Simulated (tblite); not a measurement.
**Geometry relaxation of C5H8O4 (charge +1) (part 1 of 4)**

- system: C5H8O4, charge +1, multiplicity 2
- method: GFN2-xTB geometry optimisation, gas phase (tblite 0.8.0)

It belongs to a series of runs on one base structure; here: electron removed.

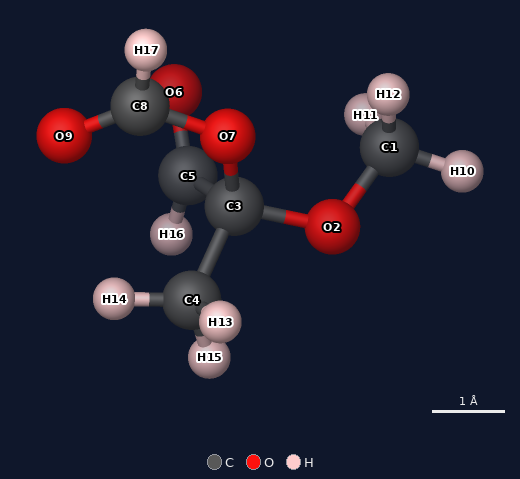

*The structure as given in the input (ball-and-stick view, seen at a tilt; atoms are numbered from 1 in the order of the input).*

Bond lengths as drawn: C–C 1.52 to 1.54 Å, C–H 1.08 to 1.11 Å and C–O 1.23 to 1.44 Å.

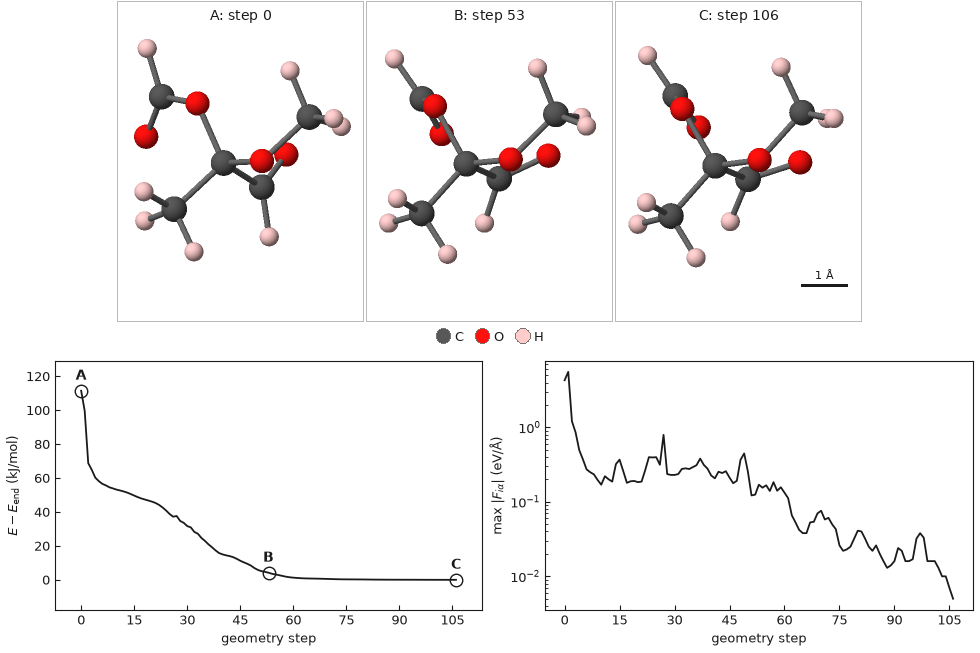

*Frames of the relaxation (ball-and-stick view, seen at a tilt) above the curves, on which the letters mark them (steps are counted from 0).*

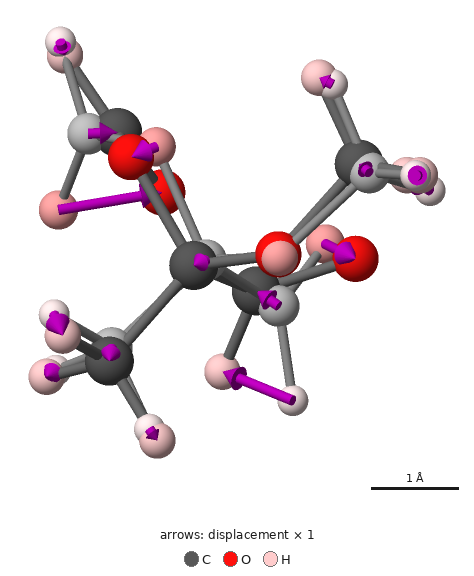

*Start (faint) and end (solid) with the displacements as pink arrows, at true length (ball-and-stick view, seen at a tilt). The two geometries are laid on each other by the best rigid fit.*

The atom that moves furthest after the best rigid fit is O9 (1.21 Å). By element the largest moves are O 1.21 Å, H 1.04 Å, C 0.34 Å. Among the contacts that change: C3–C5 1.542 → 1.669 Å, O2–C3 1.433 → 1.343 Å, O7–C8 1.345 → 1.289 Å, C5–O6 1.241 → 1.207 Å. Among the angles that change: C5–C3–O7 114.2° → 103.1°, C3–C5–O6 124.8° → 116.8°, O2–C3–C4 104.9° → 111.4°. Over 106 geometry steps the energy falls by 111.5 kJ/mol. Largest force component: 4.3 eV/Å at the start, 0.005 eV/Å at the end. (Atoms are counted from 1 in the order of the input.)

The input that produced these results follows, with the program's output.

**Input**
```
{"job": {"kind": "relax", "xc": "GFN2-xTB", "basis": "xTB"}, "charge": 1, "multiplicity": 2}
C      1.650000     1.575700    -0.251500
O      1.343800     0.405200     0.482900
C      0.087000    -0.205700     0.167700
C     -0.052800    -1.347200     1.160600
C      0.175700    -0.779900    -1.260300
O     -0.254000    -0.215200    -2.278000
O     -0.966200     0.758900     0.351600
C     -2.216200     0.363400     0.050700
O     -2.568200    -0.760300    -0.297900
H      2.597400     1.965600     0.105600
H      1.734600     1.359300    -1.319200
H      0.880200     2.346700    -0.083600
H     -0.185500    -0.962200     2.195200
H     -0.899900    -2.007600     0.955400
H      0.845300    -1.971300     1.173900
H      0.729200    -1.726900    -1.340800
H     -2.907400     1.213700     0.177900
```

The first line tells a small driver script what to run in tblite; the rest is the geometry in Å.

Launch command:
```bash
OMP_NUM_THREADS=1 python <driver script> task.json out
```

**The program's output**
```
step      E/eV     max force
  0    -829.44066    4.899
  1    -829.56388    7.254
  2    -829.88304    1.291
  3    -829.92406    0.955
  4    -829.97166    0.578
  5    -829.99327    0.487
  6    -830.00969    0.383
  7    -830.01914    0.328
  8    -830.03089    0.329
  9    -830.03759    0.213
 10    -830.04481    0.208
 11    -830.05014    0.223
 12    -830.05595    0.210
 13    -830.06277    0.213
 14    -830.07177    0.340
 15    -830.08139    0.387
 16    -830.09064    0.270
 17    -830.09875    0.221
 18    -830.10529    0.209
 19    -830.11159    0.214
 20    -830.11804    0.208
 21    -830.12622    0.234
 22    -830.13784    0.306
 23    -830.15352    0.408
 24    -830.17225    0.427
 25    -830.19351    0.417
 26    -830.21030    0.421
 27    -830.20614    0.996
 28    -830.23638    0.282
 29    -830.24785    0.248
 30    -830.26775    0.281
 31    -830.27560    0.297
 32    -830.30320    0.354
 33    -830.31440    0.373
 34    -830.34015    0.289
 35    -830.35814    0.357
 36    -830.37938    0.324
 37    -830.39692    0.404
 38    -830.41637    0.337
 39    -830.43253    0.312
 40    -830.44083    0.252
 41    -830.44653    0.242
 42    -830.45112    0.259
 43    -830.45785    0.295
 44    -830.46781    0.343
 45    -830.47964    0.260
 46    -830.48934    0.232
 47    -830.49842    0.230
 48    -830.50912    0.388
 49    -830.52432    0.472
 50    -830.53583    0.280
 51    -830.54331    0.157
 52    -830.54729    0.157
 53    -830.55282    0.187
 54    -830.55946    0.171
 55    -830.56347    0.188
 56    -830.56787    0.155
 57    -830.57277    0.222
 58    -830.57732    0.178
 59    -830.58061    0.186
 60    -830.58291    0.141
 61    -830.58460    0.128
 62    -830.58615    0.083
 63    -830.58717    0.065
 64    -830.58780    0.057
 65    -830.58823    0.053
 66    -830.58863    0.050
 67    -830.58909    0.056
 68    -830.58963    0.070
 69    -830.59027    0.074
 70    -830.59095    0.077
 71    -830.59162    0.058
 72    -830.59226    0.062
 73    -830.59279    0.051
 74    -830.59314    0.043
 75    -830.59333    0.030
 76    -830.59345    0.028
 77    -830.59356    0.029
 78    -830.59368    0.032
 79    -830.59383    0.039
 80    -830.59403    0.042
 81    -830.59430    0.040
 82    -830.59457    0.034
 83    -830.59478    0.033
 84    -830.59494    0.036
 85    -830.59510    0.032
 86    -830.59524    0.024
 87    -830.59533    0.019
 88    -830.59537    0.017
 89    -830.59541    0.018
 90    -830.59546    0.017
 91    -830.59553    0.025
 92    -830.59558    0.023
 93    -830.59562    0.016
 94    -830.59565    0.017
 95    -830.59571    0.020
 96    -830.59578    0.033
 97    -830.59587    0.040
 98    -830.59594    0.035
 99    -830.59599    0.021
100    -830.59604    0.017
101    -830.59608    0.017
102    -830.59611    0.017
103    -830.59612    0.011
104    -830.59615    0.012
105    -830.59617    0.010
106    -830.59618    0.006
```

**Trajectory as extended XYZ (Å, eV, eV/Å), 48 of the 107 frames kept, from step=0 to step=106**
```
17
Properties=species:S:1:pos:R:3:forces:R:3 step=0 energy=-829.44066
C     1.6500    1.5757   -0.2515   -0.2180   0.0170   0.7150
O     1.3438    0.4052    0.4829   -1.3870   0.0880  -1.4340
C     0.0870   -0.2057    0.1677    1.1360   0.4320   2.0460
C    -0.0528   -1.3472    1.1606   -0.1170  -0.7070   0.8250
C     0.1757   -0.7799   -1.2603   -1.5080   1.8000  -4.3000
O    -0.2540   -0.2152   -2.2780    1.4320  -1.7530   3.9040
O    -0.9662    0.7589    0.3516   -0.5120  -0.6200  -1.2370
C    -2.2162    0.3634    0.0507   -0.0650  -2.3060  -0.4310
O    -2.5682   -0.7603   -0.2979    1.0480   2.8240   0.7340
H     2.5974    1.9656    0.1056    0.2280  -0.1620   0.1890
H     1.7346    1.3593   -1.3192   -0.1210   0.0730  -0.1830
H     0.8802    2.3467   -0.0836    0.0410  -0.0970  -0.2350
H    -0.1855   -0.9622    2.1952    0.0970   0.0090  -0.6770
H    -0.8999   -2.0076    0.9554    0.0330   0.2190  -0.1460
H     0.8453   -1.9713    1.1739   -0.0560   0.2190  -0.0820
H     0.7292   -1.7269   -1.3408   -0.0600  -0.0020   0.2410
H    -2.9074    1.2137    0.1779    0.0290  -0.0340   0.0710
17
Properties=species:S:1:pos:R:3:forces:R:3 step=2 energy=-829.88304
C     1.6450    1.5782   -0.2401   -0.1470   0.2550  -0.1590
O     1.3147    0.4040    0.4534   -0.2790  -0.1630  -0.4370
C     0.1088   -0.1951    0.2134   -0.0560   0.0460   0.7510
C    -0.0540   -1.3615    1.1756    0.1040  -0.1900   0.1510
C     0.1704   -0.7781   -1.2960   -0.4330   0.3620  -1.1610
O    -0.2489   -0.2187   -2.2512    0.3130  -0.2620   1.2110
O    -0.9724    0.7458    0.3240    0.3600  -0.0620  -0.6900
C    -2.2140    0.3485    0.0515   -0.0990   0.2290   0.1030
O    -2.5554   -0.7333   -0.2930    0.0800  -0.1460  -0.1500
H     2.6020    1.9611    0.1102    0.0670  -0.2700   0.1980
H     1.7322    1.3617   -1.3212   -0.0530   0.1940   0.1400
H     0.8807    2.3452   -0.0887   -0.0740   0.0930  -0.1440
H    -0.1837   -0.9617    2.1825    0.0080   0.0390  -0.0100
H    -0.9000   -2.0031    0.9520   -0.1160   0.0800  -0.1510
H     0.8450   -1.9673    1.1725    0.1470  -0.0230   0.0210
H     0.7265   -1.7249   -1.3343   -0.0130  -0.1040   0.2150
H    -2.9041    1.2111    0.1797    0.1920  -0.0790   0.1130
17
Properties=species:S:1:pos:R:3:forces:R:3 step=5 energy=-829.99327
C     1.6342    1.5955   -0.2467   -0.0570  -0.0160   0.0620
O     1.3027    0.3930    0.4173    0.2460  -0.0940  -0.1150
C     0.0982   -0.1865    0.2680   -0.0660   0.0990  -0.2780
C    -0.0496   -1.3764    1.1876   -0.0390   0.0770   0.0230
C     0.1661   -0.7953   -1.3228    0.0500  -0.3100   0.3720
O    -0.2543   -0.1974   -2.2207   -0.1550   0.3490  -0.1640
O    -0.9437    0.7411    0.2705    0.0230   0.0940  -0.0440
C    -2.2236    0.3502    0.0516    0.0360  -0.0020  -0.1850
O    -2.5435   -0.7336   -0.3002    0.0630  -0.1680  -0.0130
H     2.6035    1.9372    0.1261   -0.1270  -0.1830   0.0970
H     1.7295    1.3789   -1.3157    0.0460   0.1990  -0.1490
H     0.8724    2.3565   -0.0995   -0.1050   0.1740  -0.0050
H    -0.1836   -0.9606    2.1849   -0.0350  -0.1240   0.1980
H    -0.9078   -1.9957    0.9405   -0.0110   0.0250  -0.0220
H     0.8583   -1.9701    1.1745    0.0480  -0.0170   0.0330
H     0.7246   -1.7336   -1.3159    0.0160  -0.2020   0.0700
H    -2.8903    1.2089    0.1907    0.0670   0.1000   0.1210
17
Properties=species:S:1:pos:R:3:forces:R:3 step=7 energy=-830.01914
C     1.6270    1.6001   -0.2470   -0.0620  -0.0080  -0.0440
O     1.3126    0.3845    0.3984   -0.1230  -0.0530  -0.1770
C     0.0921   -0.1814    0.2678    0.2500  -0.1150  -0.1780
C    -0.0500   -1.3756    1.1924    0.0040   0.0980   0.0180
C     0.1610   -0.8093   -1.3217   -0.0980   0.1010   0.0060
O    -0.2582   -0.1795   -2.2063    0.1410  -0.1600   0.2280
O    -0.9346    0.7463    0.2514   -0.1550   0.0490   0.0520
C    -2.2242    0.3491    0.0400    0.1010  -0.0550  -0.1080
O    -2.5355   -0.7414   -0.3027    0.0880   0.0950   0.0420
H     2.5966    1.9188    0.1374   -0.0570  -0.0380   0.0790
H     1.7313    1.3974   -1.3218    0.0280   0.2110  -0.0510
H     0.8641    2.3696   -0.1028    0.0280  -0.0340   0.0440
H    -0.1857   -0.9683    2.1974   -0.0230  -0.1390   0.0440
H    -0.9106   -1.9917    0.9357    0.0580   0.0320   0.0320
H     0.8642   -1.9712    1.1772   -0.1330   0.1060   0.0170
H     0.7243   -1.7487   -1.3065   -0.1070  -0.0680  -0.0290
H    -2.8815    1.2135    0.2012    0.0610  -0.0230   0.0250
17
Properties=species:S:1:pos:R:3:forces:R:3 step=9 energy=-830.03759
C     1.6186    1.6031   -0.2506    0.0420   0.0400  -0.0720
O     1.3162    0.3762    0.3722   -0.0940   0.0440  -0.1370
C     0.0977   -0.1858    0.2539   -0.0880  -0.0810   0.0770
C    -0.0509   -1.3680    1.1964   -0.0100   0.0010   0.0100
C     0.1542   -0.8189   -1.3112   -0.0030   0.0280   0.0400
O    -0.2546   -0.1726   -2.1885    0.1190  -0.1750   0.0220
O    -0.9348    0.7527    0.2411    0.0970  -0.1040   0.0300
C    -2.2167    0.3492    0.0258    0.0760   0.0280   0.1070
O    -2.5246   -0.7458   -0.3038    0.0390   0.0980  -0.0400
H     2.5863    1.9021    0.1518   -0.0070   0.0610   0.0410
H     1.7349    1.4276   -1.3306    0.0070   0.1740  -0.0140
H     0.8591    2.3773   -0.1016    0.0370  -0.1230   0.0760
H    -0.1892   -0.9837    2.2108   -0.0160  -0.0100  -0.0580
H    -0.9082   -1.9860    0.9345    0.0380   0.0230   0.0290
H     0.8602   -1.9652    1.1808   -0.0640   0.0630   0.0110
H     0.7152   -1.7650   -1.3016   -0.1970   0.0280  -0.0550
H    -2.8704    1.2149    0.2106    0.0220  -0.0970  -0.0690
17
Properties=species:S:1:pos:R:3:forces:R:3 step=11 energy=-830.05014
C     1.6156    1.6076   -0.2573    0.0530   0.0220   0.0030
O     1.3140    0.3721    0.3438    0.1060  -0.0290  -0.0230
C     0.0965   -0.1932    0.2483   -0.1220   0.0660   0.0990
C    -0.0526   -1.3623    1.2003   -0.0160  -0.0630   0.0130
C     0.1495   -0.8263   -1.2981    0.0020  -0.0990   0.0490
O    -0.2449   -0.1773   -2.1779    0.0190   0.0200  -0.2210
O    -0.9289    0.7512    0.2370    0.1170  -0.0030   0.0760
C    -2.2057    0.3509    0.0227   -0.0080   0.0200   0.1210
O    -2.5140   -0.7431   -0.3078   -0.0010  -0.0260  -0.0870
H     2.5782    1.8946    0.1650    0.0270   0.0880  -0.0020
H     1.7384    1.4624   -1.3393    0.0200   0.1160  -0.0530
H     0.8572    2.3750   -0.0947   -0.0490  -0.0360   0.0850
H    -0.1931   -0.9949    2.2173   -0.0260   0.1150  -0.0080
H    -0.9047   -1.9810    0.9356   -0.0600  -0.0470   0.0030
H     0.8539   -1.9571    1.1842    0.0950  -0.0470   0.0080
H     0.6949   -1.7767   -1.3016   -0.1220  -0.0890   0.0020
H    -2.8612    1.2101    0.2126   -0.0350  -0.0080  -0.0630
17
Properties=species:S:1:pos:R:3:forces:R:3 step=14 energy=-830.07177
C     1.6178    1.6182   -0.2672   -0.0600  -0.0030   0.0820
O     1.3249    0.3573    0.2909    0.1090  -0.1040  -0.0220
C     0.0898   -0.1968    0.2527    0.2900   0.0410  -0.0810
C    -0.0561   -1.3632    1.2092    0.0600  -0.0020  -0.0050
C     0.1340   -0.8451   -1.2859   -0.1130   0.0010  -0.3210
O    -0.2164   -0.1932   -2.1861    0.0510   0.0280   0.0410
O    -0.9101    0.7518    0.2504   -0.1930   0.1110   0.1400
C    -2.1902    0.3517    0.0342   -0.0940  -0.0440  -0.1560
O    -2.4927   -0.7357   -0.3267    0.0890  -0.0060   0.0170
H     2.5706    1.9012    0.1844    0.0140   0.0460  -0.0810
H     1.7479    1.5412   -1.3596    0.0080  -0.0110   0.1170
H     0.8464    2.3621   -0.0660   -0.0620   0.0140   0.0570
H    -0.2044   -0.9925    2.2244   -0.0090   0.0980  -0.0170
H    -0.9083   -1.9822    0.9398   -0.0060  -0.0420   0.0230
H     0.8567   -1.9503    1.1915    0.0370  -0.0540   0.0320
H     0.6368   -1.8145   -1.3004   -0.0600  -0.1810   0.1280
H    -2.8539    1.2020    0.2046   -0.0620   0.1090   0.0450
17
Properties=species:S:1:pos:R:3:forces:R:3 step=16 energy=-830.09064
C     1.6183    1.6269   -0.2686   -0.0750   0.0080   0.0840
O     1.3447    0.3396    0.2492   -0.0810   0.0360  -0.0640
C     0.0990   -0.1952    0.2534    0.1450  -0.0590  -0.1150
C    -0.0547   -1.3658    1.2148    0.0980   0.1030  -0.0580
C     0.1167   -0.8647   -1.2946   -0.0650   0.0370  -0.2590
O    -0.1908   -0.2029   -2.2035    0.0510  -0.0150   0.1630
O    -0.9042    0.7575    0.2764   -0.0690  -0.0850   0.0240
C    -2.1847    0.3528    0.0378    0.0030   0.0280  -0.2020
O    -2.4706   -0.7323   -0.3440    0.0990   0.0380   0.0430
H     2.5672    1.9154    0.1916   -0.0150   0.0020  -0.0790
H     1.7561    1.6034   -1.3663   -0.0420  -0.1080   0.2360
H     0.8328    2.3493   -0.0354   -0.0060  -0.0410   0.0280
H    -0.2143   -0.9779    2.2258    0.0420   0.0040  -0.1070
H    -0.9120   -1.9875    0.9459    0.1560   0.0710   0.0460
H     0.8639   -1.9507    1.2002   -0.0900  -0.0020   0.0690
H     0.5807   -1.8582   -1.2906   -0.1410  -0.0490   0.1200
H    -2.8549    1.2023    0.1981   -0.0090   0.0310   0.0700
```
